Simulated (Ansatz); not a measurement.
MgV$_{2}$O$_{6}$ (space group C2/m)

```xyz
9
Lattice="4.6639 -1.7193 0.0000 4.6639 1.7193 0.0000 -2.4948 0.0000 6.3100" Properties=species:S:1:pos:R:3 pbc="T T T"
Mg    -1.2474     0.0000     3.1550
V      1.4228     0.0000     1.0075
V      5.4101     0.0000     5.3024
O      6.2916     0.0000     0.4014
O      0.5414     0.0000     5.9086
O      7.0093     0.0000     4.8792
O     -0.1763     0.0000     1.4308
O      2.2931     0.0000     2.4315
O      4.5399     0.0000     3.8785
```

This relaxed cell (volume V₀) is scaled evenly in all directions, its shape held. The atoms relax within the cell's symmetry.

Level of theory: r2SCAN (plane waves to 500 eV, PAW, scalar-relativistic; Ansatz, a program for electronic structure). k mesh 10×10×5 (Γ-centred), Fermi-Dirac smearing 0.05 eV. E stands for the smeared free energy. Some relaxations began with atoms very close together and may have settled on another branch. With the shape held, the modulus is that of even scaling; a crystal free to change shape is softer. MgV2O6 is run without spin polarisation. MgV2O6 was relaxed with its symmetry unable to fall. The zero of ΔE is the relaxed starting cell.

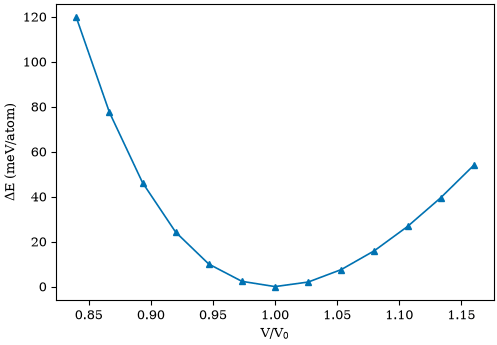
ΔE (meV/atom) against V/V₀; markers are the computed points, lines only join them.

What is ΔE at V/V₀ = 0.840?

About 120 meV/atom.

What is ΔE at V/V₀ = 1.160?

About 54 meV/atom.

What bulk modulus at fixed cell shape B₀ follows from a third-order Birch-Murnaghan fit?

About 87 GPa.

(A scan under strain: stresses follow from slopes of the energy per volume, elastic moduli from its curvatures.)
